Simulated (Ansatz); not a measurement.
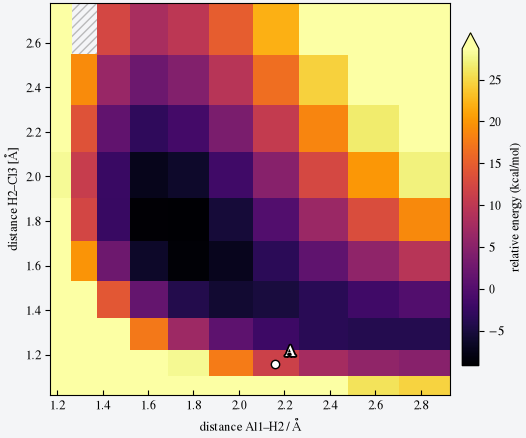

The system Al + HCl, spin multiplicity 2. First axis: distance Al1–H2. Second axis: distance H2–Cl3. Nothing is relaxed (the angle Al1–H2–Cl3 is fixed at 100 degrees). The scan uses a 10 × 10 grid. At 1 point there is no value. Points are written as (first, second). All energies are given in kcal/mol relative to Al far from the relaxed HCl (each part in its own basis). Method: Ansatz, UKS B3LYP-D4/aug-cc-pVTZ.

Drawn: one coloured cell a grid point, one colour for all values above the top of the scale, hatched blanks where no value was computed, the point A.

Which way does the force act at A, and how strong is it?

A, at (2.160 Å, 1.156 Å), is not a stationary point. The computed force is 23 kcal/mol for each Å towards larger values of distance Al1–H2 and 168 kcal/mol for each Å towards larger values of distance H2–Cl3.
